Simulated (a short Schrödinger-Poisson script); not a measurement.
Structure: MOS inversion layer, SiO2 on p-type Si(100), at 400 K.

| layer | material | thickness (nm) | Na (cm⁻³) |
|---|---|---|---|
| 1 | SiO2 | 2.6 | - |
| 2 | Si | 300 | 2e18 |

Constants are typed, rounded textbook-type inputs, not results; the design itself was drawn at random and stands for no fabricated device. SiO2: permittivity 3.9, conduction-band edge (eV) 3.15, gap (eV) 9, electron mass (mₑ) 0.5. Si: permittivity 11.7, conduction-band edge (eV) 0, gap (eV) 1.124, Nv at 300 K (cm⁻³) 3.1e19.

Channel valleys (confinement mass, in-plane density-of-states mass, number): Δ2 0.916, 0.19, 2; Δ4 0.19, 0.417, 4. At the gate the conduction-band edge of layer 1 lies 3.46 eV − eVg above the Fermi level of the channel; the field vanishes at the back. Gaps are held at their typed values at every temperature. Mesh 0.03 nm at interfaces.

From a short Schrödinger-Poisson script (our own, NumPy): 1D Poisson equation in equilibrium, electrons quantum, Hartree (BenDaniel-Duke, 12 states a valley, the channel's in-plane mass for all, wave functions ending at the dielectric), parabolic valleys, classical holes, full ionisation, no traps, pinning or gate leakage.

Only gate voltages with over 1e8 electrons/cm² are shown.

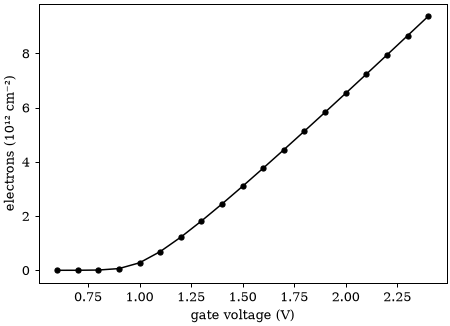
Sheet density against gate voltage

```
Vg (V)  electrons (cm⁻²)  C (μF/cm²)  Δ2 E0 (meV)  Δ2 E1 (meV)  Δ4 E0 (meV)  Δ4 E1 (meV)
------  ----------------  ----------  -----------  -----------  -----------  -----------
0.6               1.73e8       0.349        369.7        463.4        456.1        605.3
0.7               1.27e9       0.339        300.1        397.2        389.7        545.1
0.8               9.42e9       0.347        230.0        330.5        322.7        484.0
0.9              6.34e10       0.445        163.4        267.0        259.0        425.6
1                2.77e11       0.685        111.5        218.0        209.9        380.6
1.1              6.89e11       0.873         78.6        187.9        179.8        353.3
1.2              1.22e12       0.972         57.2        169.1        161.1        336.6
1.3              1.82e12        1.03         41.7        156.1        148.3        325.4
1.4              2.45e12        1.06         29.5        146.4        138.7        317.2
1.5              3.10e12        1.08         19.4        138.7        131.2        310.9
1.6              3.77e12        1.10         10.7        132.3        124.9        305.8
1.7              4.45e12        1.11          3.0        126.8        119.6        301.6
1.8              5.14e12        1.12         -4.1        122.1        115.0        297.9
1.9              5.83e12        1.13        -10.6        117.8        110.9        294.8
2                6.53e12        1.13        -16.6        114.0        107.2        292.0
2.1              7.24e12        1.14        -22.3        110.5        103.8        289.4
2.2              7.95e12        1.14        -27.7        107.2        100.7        287.2
2.3              8.66e12        1.15        -32.9        104.2         97.8        285.1
2.4              9.37e12        1.15        -37.9        101.3         95.0        283.1
```

Subbands count from the Fermi level.
